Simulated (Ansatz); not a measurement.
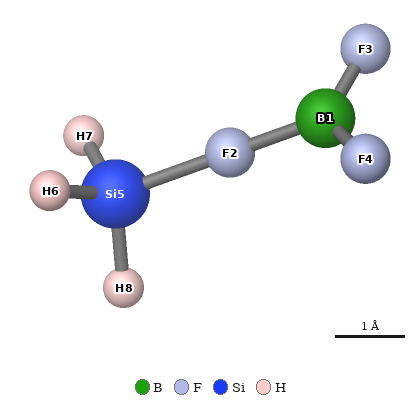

*The starting structure (ball-and-stick view, seen at an oblique angle; atoms are numbered from 1 in the order of the input).*

Bond lengths as drawn: B–F 1.32 to 1.57 Å, F–Si 1.89 Å and H–Si 1.46 Å.

**Geometry relaxation of BSiH₃F₃ (part 1 of 2)**

BSiH₃F₃, multiplicity 2, computed with UKS PBE-D4/6-31G* (Ansatz 0.2.0).

The input holds or restrains some coordinates. Forces given for the steps count only the free coordinates. It belongs to a series of runs on one base structure; here: pulled along the bonds that form and break, towards end B. Figures and captions count atoms from 1; the log counts them from 0 in places.

Output:
```
The last accepted step is kept in [file] (removed where the run ends without a failure and the disk answers)
Engine: ansatz 0.2.0, aarch64-unknown-linux-gnu
Functional definition: PBE
  parameter kappa = 0.804
  parameter beta = 0.06672455060314922
  exchange = pbe_x(kappa = kappa, mu = beta*pi^2/3)
  correlation = pbe_c(beta = beta)
863 factors; their error is unknown
mean field evaluation 1: about -16737.7007 eV, gradient 2.8e1 eV
mean field evaluation 2: about -16731.5816 eV, gradient 5.3e1 eV
mean field evaluation 4: about -16740.6426 eV, gradient 9.5e-1 eV
mean field evaluation 8: about -16740.6498 eV, gradient 8.7e-2 eV
mean field evaluation 16: about -16740.5830 eV, gradient 5.8e-5 eV
mean field -16740.58300388 eV, -615.2050782178 hartree, gradient 5.8e-5 eV, S^2 0.752643; 1 other end points of the search recorded, 0 dependent functions left out
the calculation of the forces begins
reference -16740.58304117 eV, -615.2050795883 hartree; 25, 24 occupied and 60, 61 virtual orbitals, 863 factors
relax step   1: F+E_penalty+E_count = -16740.69828813 eV  Δ(F+E_penalty+E_count) = +0.000e0 eV  max|allowed force component| = 3.359e0 eV/Å  E_restraint = 14.88750000 eV  max|allowed force component, restraints' pulls added| = 3.414e1 eV/Å  Δτ_max = 0.0000 Å  (45 SCF iters, accepted)
  distance F 1 - Si 4 = 1.8900 Å
  distance B 0 - F 1 = 1.5700 Å
these checks for a lower state are left out or cut short: starts, cluster_reference, orbital_swaps, neighbouring_geometries, increment
863 factors; their error is unknown
mean field -16740.48607175 eV, -615.2015160280 hartree, gradient 2.3e-5 eV, S^2 0.753519; 0 other end points of the search recorded, 0 dependent functions left out
the calculation of the forces begins
reference -16740.48610824 eV, -615.2015173689 hartree; 25, 24 occupied and 60, 61 virtual orbitals, 863 factors
relax step   2: F+E_penalty+E_count = -16740.59765522 eV  Δ(F+E_penalty+E_count) = +1.006e-1 eV  max|allowed force component| = 1.157e0 eV/Å  E_restraint = 5.96447912 eV  max|allowed force component, restraints' pulls added| = 2.439e1 eV/Å  Δτ_max = 0.1964 Å  (36 SCF iters, accepted)
  distance F 1 - Si 4 = 1.7559 Å
  distance B 0 - F 1 = 1.9116 Å
these checks for a lower state are left out or cut short: starts, cluster_reference, orbital_swaps, neighbouring_geometries, increment
863 factors; their error is unknown
mean field evaluation 32: about -16740.5595 eV, gradient 6.9e-1 eV
mean field -16740.50725153 eV, -615.2022943704 hartree, gradient 9.7e-6 eV, S^2 0.752337; 0 other end points of the search recorded, 0 dependent functions left out
the calculation of the forces begins
reference -16740.50728689 eV, -615.2022956697 hartree; 25, 24 occupied and 60, 61 virtual orbitals, 863 factors
relax step   3: F+E_penalty+E_count = -16740.61809200 eV  Δ(F+E_penalty+E_count) = -2.044e-2 eV  max|allowed force component| = 2.610e0 eV/Å  E_restraint = 1.25470926 eV  max|allowed force component, restraints' pulls added| = 6.020e0 eV/Å  Δτ_max = 0.1948 Å  (35 SCF iters, accepted)
  distance F 1 - Si 4 = 1.5603 Å
  distance B 0 - F 1 = 2.2323 Å
these checks for a lower state are left out or cut short: starts, cluster_reference, orbital_swaps, neighbouring_geometries, increment
863 factors; their error is unknown
mean field -16740.54482136 eV, -615.2036750361 hartree, gradient 7.5e-6 eV, S^2 0.752631; 0 other end points of the search recorded, 0 dependent functions left out
the calculation of the forces begins
reference -16740.54485608 eV, -615.2036763121 hartree; 25, 24 occupied and 60, 61 virtual orbitals, 863 factors
relax step   4: F+E_penalty+E_count = -16740.64841966 eV  Δ(F+E_penalty+E_count) = -3.033e-2 eV  max|allowed force component| = 3.031e0 eV/Å  E_restraint = 0.06973043 eV  max|allowed force component, restraints' pulls added| = 3.031e0 eV/Å  Δτ_max = 0.1974 Å  (34 SCF iters, accepted)
  distance F 1 - Si 4 = 1.5714 Å
  distance B 0 - F 1 = 2.4544 Å
these checks for a lower state are left out or cut short: starts, cluster_reference, orbital_swaps, neighbouring_geometries, increment
863 factors; their error is unknown
mean field -16741.13688390 eV, -615.2254329332 hartree, gradient 1.2e-5 eV, S^2 0.752143; 0 other end points of the search recorded, 0 dependent functions left out
the calculation of the forces begins
reference -16741.13691953 eV, -615.2254342424 hartree; 25, 24 occupied and 60, 61 virtual orbitals, 863 factors
relax step   5: F+E_penalty+E_count = -16741.23874193 eV  Δ(F+E_penalty+E_count) = -5.903e-1 eV  max|allowed force component| = 1.427e0 eV/Å  E_restraint = 0.00161037 eV  max|allowed force component, restraints' pulls added| = 1.452e0 eV/Å  Δτ_max = 0.2000 Å  (34 SCF iters, accepted)
  distance F 1 - Si 4 = 1.6003 Å
  distance B 0 - F 1 = 2.5192 Å
these checks for a lower state are left out or cut short: starts, cluster_reference, orbital_swaps, neighbouring_geometries, increment
863 factors; their error is unknown
mean field -16741.28258435 eV, -615.2307873258 hartree, gradient 1.7e-5 eV, S^2 0.751845; 0 other end points of the search recorded, 0 dependent functions left out
the calculation of the forces begins
reference -16741.28262045 eV, -615.2307886527 hartree; 25, 24 occupied and 60, 61 virtual orbitals, 863 factors
relax step   6: F+E_penalty+E_count = -16741.38722566 eV  Δ(F+E_penalty+E_count) = -1.485e-1 eV  max|allowed force component| = 8.350e-1 eV/Å  E_restraint = 0.01207461 eV  max|allowed force component, restraints' pulls added| = 4.735e-1 eV/Å  Δτ_max = 0.1999 Å  (34 SCF iters, accepted)
  distance F 1 - Si 4 = 1.6132 Å
  distance B 0 - F 1 = 2.5363 Å
these checks for a lower state are left out or cut short: starts, cluster_reference, orbital_swaps, neighbouring_geometries, increment
863 factors; their error is unknown
mean field evaluation 64: about -16741.3918 eV, gradient 3.4e-1 eV
mean field -16741.32540206 eV, -615.2323608479 hartree, gradient 1.2e-5 eV, S^2 0.751744; 0 other end points of the search recorded, 0 dependent functions left out
the calculation of the forces begins
reference -16741.32543817 eV, -615.2323621747 hartree; 25, 24 occupied and 60, 61 virtual orbitals, 863 factors
relax step   7: F+E_penalty+E_count = -16741.43269284 eV  Δ(F+E_penalty+E_count) = -4.547e-2 eV  max|allowed force component| = 7.286e-1 eV/Å  E_restraint = 0.01165748 eV  max|allowed force component, restraints' pulls added| = 1.446e-1 eV/Å  Δτ_max = 0.1342 Å  (35 SCF iters, accepted)
  distance F 1 - Si 4 = 1.6161 Å
  distance B 0 - F 1 = 2.5297 Å
these checks for a lower state are left out or cut short: starts, cluster_reference, orbital_swaps, neighbouring_geometries, increment
863 factors; their error is unknown
mean field -16741.30948919 eV, -615.2317760607 hartree, gradient 9.7e-6 eV, S^2 0.751799; 0 other end points of the search recorded, 0 dependent functions left out
the calculation of the forces begins
reference -16741.30952544 eV, -615.2317773926 hartree; 25, 24 occupied and 60, 61 virtual orbitals, 863 factors
relax step   8: F+E_penalty+E_count = -16741.42100596 eV  Δ(F+E_penalty+E_count) = +1.169e-2 eV  max|allowed force component| = 9.954e-1 eV/Å  E_restraint = 0.01015094 eV  max|allowed force component, restraints' pulls added| = 9.876e-1 eV/Å  Δτ_max = 0.1989 Å  (35 SCF iters, rejected (line search))
  distance F 1 - Si 4 = 1.6160 Å
  distance B 0 - F 1 = 2.5193 Å
these checks for a lower state are left out or cut short: starts, cluster_reference, orbital_swaps, neighbouring_geometries, increment
863 factors; their error is unknown
mean field -16741.33171262 eV, -615.2325927565 hartree, gradient 1.4e-5 eV, S^2 0.751744; 0 other end points of the search recorded, 0 dependent functions left out
the calculation of the forces begins
reference -16741.33174889 eV, -615.2325940893 hartree; 25, 24 occupied and 60, 61 virtual orbitals, 863 factors
relax step   9: F+E_penalty+E_count = -16741.44104195 eV  Δ(F+E_penalty+E_count) = -8.349e-3 eV  max|allowed force component| = 7.073e-1 eV/Å  E_restraint = 0.00987102 eV  max|allowed force component, restraints' pulls added| = 3.089e-1 eV/Å  Δτ_max = 0.0969 Å  (31 SCF iters, accepted)
  distance F 1 - Si 4 = 1.6156 Å
  distance B 0 - F 1 = 2.5188 Å
these checks for a lower state are left out or cut short: starts, cluster_reference, orbital_swaps, neighbouring_geometries, increment
863 factors; their error is unknown
mean field -16741.33456094 eV, -615.2326974303 hartree, gradient 1.6e-5 eV, S^2 0.751723; 0 other end points of the search recorded, 0 dependent functions left out
the calculation of the forces begins
reference -16741.33459705 eV, -615.2326987574 hartree; 25, 24 occupied and 60, 61 virtual orbitals, 863 factors
relax step  10: F+E_penalty+E_count = -16741.44442205 eV  Δ(F+E_penalty+E_count) = -3.380e-3 eV  max|allowed force component| = 7.245e-1 eV/Å  E_restraint = 0.00850176 eV  max|allowed force component, restraints' pulls added| = 9.177e-2 eV/Å  Δτ_max = 0.0524 Å  (30 SCF iters, accepted)
  distance F 1 - Si 4 = 1.6138 Å
  distance B 0 - F 1 = 2.5199 Å
863 factors; their error is unknown
mean field evaluation 96: about -16732.2337 eV, gradient 5.6e1 eV
```

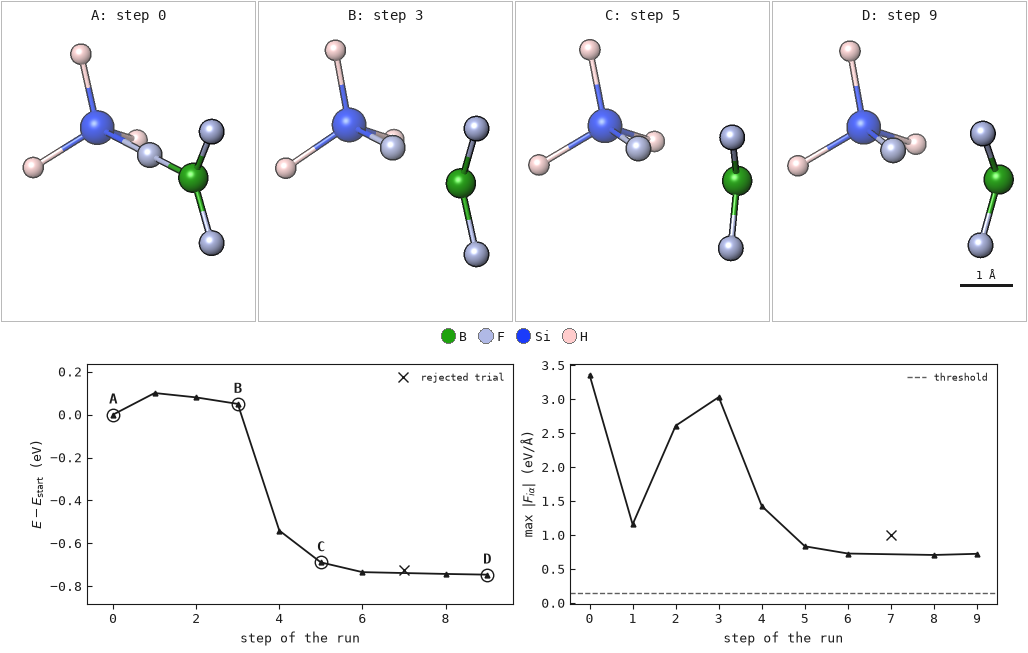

*Frames of the restrained relaxation (ball-and-stick view, seen at an oblique angle) above the curves, on which the letters mark them (the first geometry is step 0 here and step 1 in the log).*

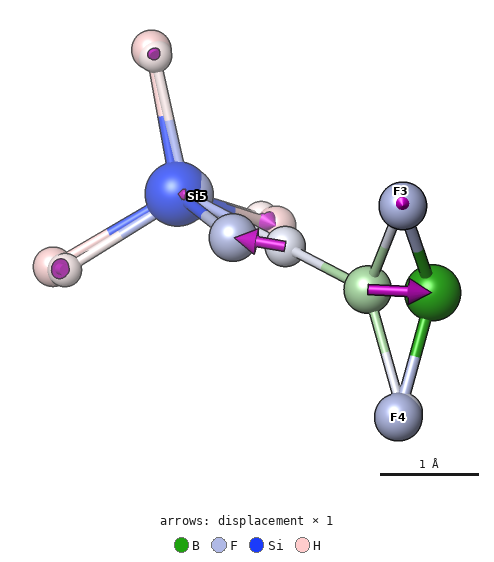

*Start (faint) and end (solid) with the displacements as pink arrows, at true length (ball-and-stick view, seen at an oblique angle). The two geometries are laid on each other by the best rigid fit.*

The atom that moves furthest after the best rigid fit is B1 (0.67 Å). By element the largest moves are B 0.67 Å, F 0.54 Å, H 0.24 Å, Si 0.09 Å. Among the contacts that change: B1–F2 1.570 → 2.520 Å, F2–Si5 1.890 → 1.614 Å, Si5–H6 1.460 → 1.497 Å, B1–F3 1.320 → 1.325 Å. Bonds break: B1–F2 (1.57 → 2.52 Å). Over 9 geometry steps the energy falls by 0.746 eV. Largest force component: 3.4 eV/Å at the start, 0.72 eV/Å at the end. The line search rejected the trial step at point 7 (counted from 0) and went back. (Atoms are counted from 1 in the order of the input.)

```
mean field -16741.33456094 eV, -615.2326974303 hartree, gradient 1.7e-5 eV, S^2 0.751723; 1 other end points of the search recorded, 0 dependent functions left out
the calculation of the forces begins
reference -16741.33459705 eV, -615.2326987574 hartree; 25, 24 occupied and 60, 61 virtual orbitals, 863 factors
Total energy: -16741.44445816 eV, -615.2367360786 hartree
Atom 0 at    -0.008351     0.503986    -0.417194 Å, force    -0.001347     0.090519     0.046606 eV/Å
Atom 1 at     0.067548    -0.405292     1.931693 Å, force     0.033178    -0.182912    -0.724502 eV/Å
Atom 2 at     1.141499    -0.069690    -0.741101 Å, force     0.017051    -0.039416    -0.016472 eV/Å
Atom 3 at    -1.167088    -0.084132    -0.678995 Å, force    -0.015943    -0.038172    -0.011537 eV/Å
Atom 4 at     0.005958    -0.060795     3.507098 Å, force    -0.031619     0.153991     0.703162 eV/Å
Atom 5 at    -0.784229    -1.128605     4.197718 Å, force    -0.002579     0.001190     0.005908 eV/Å
Atom 6 at     1.399386    -0.023596     4.052901 Å, force     0.006536     0.003542     0.000548 eV/Å
Atom 7 at    -0.654724     1.268123     3.700081 Å, force    -0.005277     0.011258    -0.003714 eV/Å
Dipole moment:    -0.006545     0.049223     0.381864 e Å
```
